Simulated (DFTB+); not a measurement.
Energy and gradient calculation, with input and output: C2H10N2Si

- system: C2H10N2Si
- method: GFN1-xTB, R-SCC, dispersion built in (DFTB+ 25.1)

The geometry: force field.

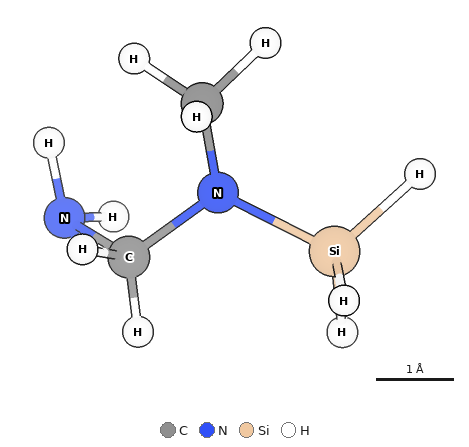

The input geometry (ball-and-stick view, seen at a tilt). Bond lengths as drawn: C–H 0.99 to 1.15 Å, C–N 1.42 to 1.48 Å, H–N 1.00 to 1.01 Å, H–Si 1.49 to 1.51 Å and N–Si 1.70 Å.

### Input (dftb_in.hsd)
```
# GFN1-XTB energy and gradient
Geometry = xyzFormat {
  <<< "input.xyz"
}

Hamiltonian = xTB {
  Method = "GFN1-xTB"
  Charge = 0
  Filling = Fermi {
    Temperature [K] = 1000
  }
}

Analysis {
  PrintForces = Yes
}

Options {
  WriteResultsTag = Yes
}

ParserOptions {
  ParserVersion = 14
}
```

### File input.xyz
```
15

C     -1.130600     0.702500     0.561700
N      0.090400     0.201300     0.046200
Si     1.516700     0.547900     0.906700
C     -0.043200    -1.113000    -0.510900
N     -0.476500    -0.942400    -1.911300
H     -1.090500     1.833200     0.774600
H     -1.475900     0.234900     1.467000
H     -1.945500     0.682400    -0.195600
H      1.588900     2.017300     1.243400
H      2.701400     0.134400     0.107700
H      1.491300    -0.230000     2.201600
H     -0.868400    -1.684900     0.044800
H      0.739300    -1.716500    -0.502300
H      0.210900    -0.320800    -2.279100
H     -1.330200    -0.397100    -1.925100
```

Hardware: 1 thread of Intel Xeon (Sapphire Rapids), 192 GiB of memory available, shared host.

Launched with:
```bash
dftb+ > dftb.out
```

### What the program printed
```
|  DFTB+ development version (commit: a23bfb2)

Reading input file 'dftb_in.hsd'
Parser version: 14

--------------------------------------------------------------------------------

Processed input in HSD format written to 'dftb_pin.hsd'

Starting initialization...
--------------------------------------------------------------------------------
OpenMP threads:              1
Chosen random seed:          328623349
Current stacksize:           unlimited
Mode:                        Static calculation
Self consistent charges:     Yes
SCC-tolerance:                 0.100000E-04
Max. scc iterations:                    100
Shell resolved Hubbard:      Yes
Spin polarisation:           No
Nr. of up electrons:            16.000000
Nr. of down electrons:          16.000000
Periodic boundaries:         No
Electronic solver:           Relatively robust
Mixer:                       Broyden mixer
Mixing parameter:                  0.200000
Nr. of chrg. vec. in memory:            100
Max. SCC-cycles:                        100
tblite library version:      0.3.0
-> parametrization:          GFN1-xTB
-> repulsion:                Yes
-> dispersion:               Yes
-> halogen bonding:          Yes
-> electrostatics:           Yes
   -> isotropic:             Yes
   -> anisotropic:           No
   -> third-order:           Yes
Electronic temperature:              0.316682E-02 H      0.861734E-01 eV
Initial charges:             Set automatically (system chrg:   0.000E+00)
Included shells:             C:  s, p
                             N:  s, p
                            Si:  s, p, d
                             H:  s, s2
Extra options:
                             Mulliken analysis
                             Force calculation
Force type                   original

--------------------------------------------------------------------------------

***  Geometry step: 0

 iSCC Total electronic   Diff electronic      SCC error
    1   -0.17984539E+02    0.00000000E+00    0.13429515E+01
    2   -0.18038558E+02   -0.17984539E+02    0.96066748E+00
    3   -0.18045996E+02   -0.54019058E-01    0.41454005E+00
    4   -0.18057363E+02   -0.74384303E-02    0.28402674E+00
    5   -0.18067129E+02   -0.11367069E-01    0.74832344E-01
    6   -0.18068596E+02   -0.97659594E-02    0.67305517E-02
    7   -0.18068627E+02   -0.14670048E-02    0.43878753E-02
    8   -0.18068632E+02   -0.30486030E-04    0.21212873E-02
    9   -0.18068632E+02   -0.49633654E-05    0.10778650E-02
   10   -0.18068633E+02   -0.88623907E-06    0.30320525E-03
   11   -0.18068633E+02   -0.14203076E-06    0.91471215E-04
   12   -0.18068633E+02   -0.23171829E-08    0.12152743E-04
   13   -0.18068633E+02   -0.10957280E-08    0.93495349E-05

Total Energy:                      -17.8744578265 H         -486.3887 eV
Extrapolated to 0K:                -17.8744578265 H         -486.3887 eV
Total Mermin free energy:          -17.8744578265 H         -486.3887 eV
Force related energy:              -17.8744578265 H         -486.3887 eV

--------------------------------------------------------------------------------
--------------------------------------------------------------------------------
SCC                                    +       0.01 ( 59.2%)       0.03 ( 77.8%)
--------------------------------------------------------------------------------
Missing                                +       0.01 ( 40.8%)       0.01 ( 22.2%)
Total                                  =       0.02 (100.0%)       0.04 (100.0%)
--------------------------------------------------------------------------------
```

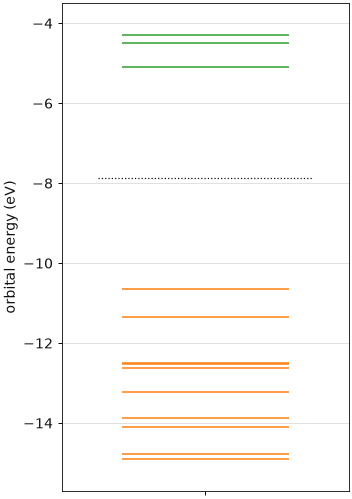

Orbital energies near the frontier; the dotted line parts filled from empty levels, and levels within 0.02 eV of each other stand side by side. Highest filled −10.66 eV, lowest empty −5.09 eV, 5.57 eV apart.

### Key numbers

| quantity | value |
| --- | --- |
| outcome | converged |
| Mermin free energy | −17.874458 hartree |
| basis functions | 45 |
| largest force | 5.944 eV/Å |
| HOMO | −10.66 eV |
| LUMO | −5.09 eV |
| dipole moment | 1.82 D |
| peak memory | 0.071 GiB |

Settings chosen away from the usual ones: electronic_temperature.
